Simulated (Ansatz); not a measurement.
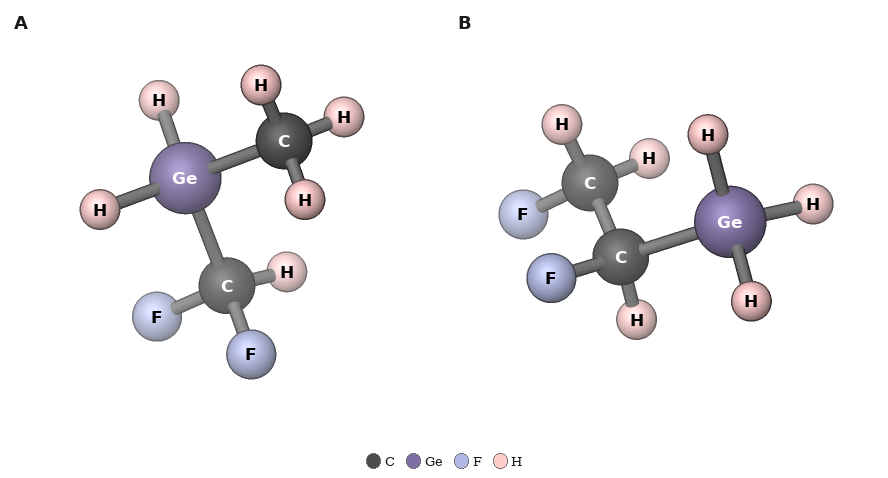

Distant atoms are faded towards the background colour. Computed geometry: PBE-D4/def2-SVP optimisation. No frequency run is at hand to confirm it as a minimum.

Q: Are A and B the same structure? If not, how do they differ?

A: No. They are constitutional isomers of C2H6F2Ge: A is [CH3][GeH2][CH](F)F, B is FC[C@H](F)[GeH3]
